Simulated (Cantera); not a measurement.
Input: 1 mol Fe, 0.0025 mol H2S, 46 mol N2, held at 10.0 mbar.

Cantera equilibrium calculation (NASA polynomials, part measured and part estimated; ideal gas, pure solids and liquids). Candidate condensed phases: Fe, FeS, FeS2, S; 16 gas species. The numbers say what is thermodynamically allowed, not how fast it happens.

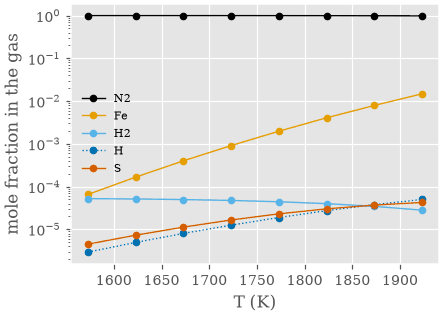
Fig. 1. Equilibrium gas composition (values under 1e-9 drawn at 1e-9)

From 1573 K to 1623 K the condensed part is Fe(γ). From 1673 K to 1773 K the condensed part is Fe(δ). From 1823 K to 1923 K the condensed part is Fe(l). The main Fe-bearing gas is Fe throughout. The share of Fe in condensed phases is highest at 1573 K (99.7 %) and lowest at 1923 K (30.9 %).
